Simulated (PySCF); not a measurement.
Consider BH$_{7}$Si$_{3}$ (SMILES [SiH3]B[Si][SiH3]) (triplet).

Input

```
{"job": {"kind": "epr"}, "charge": 0, "multiplicity": 3}
Si    -1.712478     0.257742    -0.236727
Si    -0.928670    -1.430823    -1.670042
B     -0.662705     1.233868     1.069412
Si     1.308733     0.857819     1.246505
H     -1.132226    -0.995650    -3.085861
H     -1.721205    -2.676566    -1.435997
H      0.522494    -1.713778    -1.442814
H     -1.189648     2.090207     1.739590
H      2.054178     1.827309     0.375150
H      1.691711    -0.520023     0.801816
H      1.802502     1.041399     2.649283
```

Run with:

```sh
OMP_NUM_THREADS=1 python cluster_run.py task.json out
```

Geometry: PBE0-D3(BJ)/def2-SVP.

Level of theory: UKS B3LYP, IGLO-III on B Si, pcH-1 on H, non-relativistic, mean-field spin-orbit, GIAO in PySCF.

What will maps of the electron density, electron localisation function and spin density show?

Answer. Si–B (1.94 Å): ρ is about 0.8 e/Å³ halfway; the ELF peaks at about 0.95 between the atoms (a covalent bond).
Si–Si (2.35 Å): ρ is about 0.59 e/Å³ halfway; the ELF peaks at about 1 between the atoms, as expected for a shared electron pair.
B–H (1.21 Å): the density is about 1.2 e/Å³ at the midpoint; the ELF climbs to about 1 towards the hydrogen, as it does in any bond to H (a covalent bond by its length).
Si–B (2.01 Å): ρ at the midpoint is about 0.77 e/Å³; the ELF peaks at about 1 between the atoms; a covalent bond.
The unpaired spin (2 electrons) lies mostly on Si1 (about 1.3), B3 (about 0.4), Si2 (about 0.1) and Si4 (about 0.1), in electrons by Hirshfeld's partition.

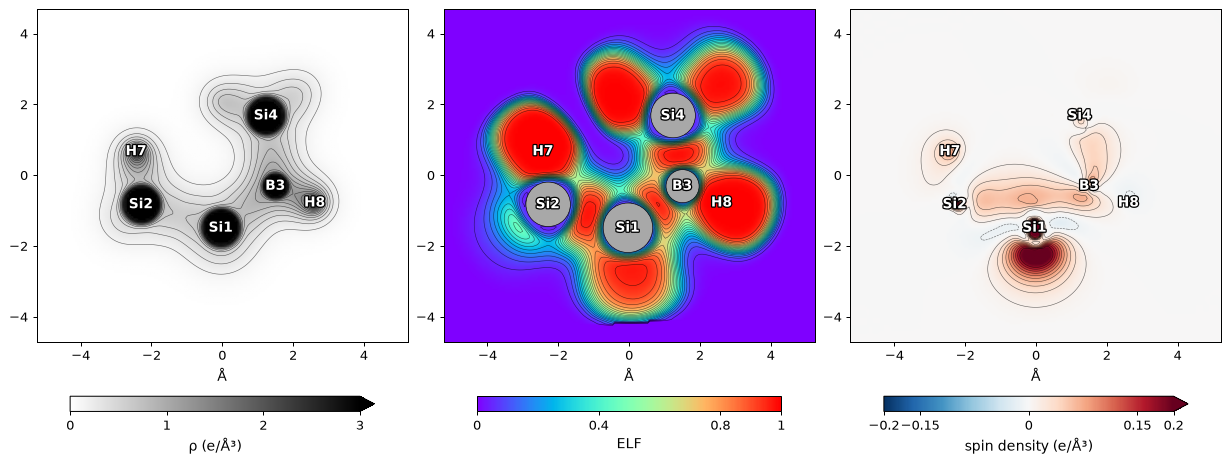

Computed electron density, electron localisation function and spin density on the plane of atoms Si1, B3 and H8, in this order. Grey discs cover the atomic cores in the ELF map. 
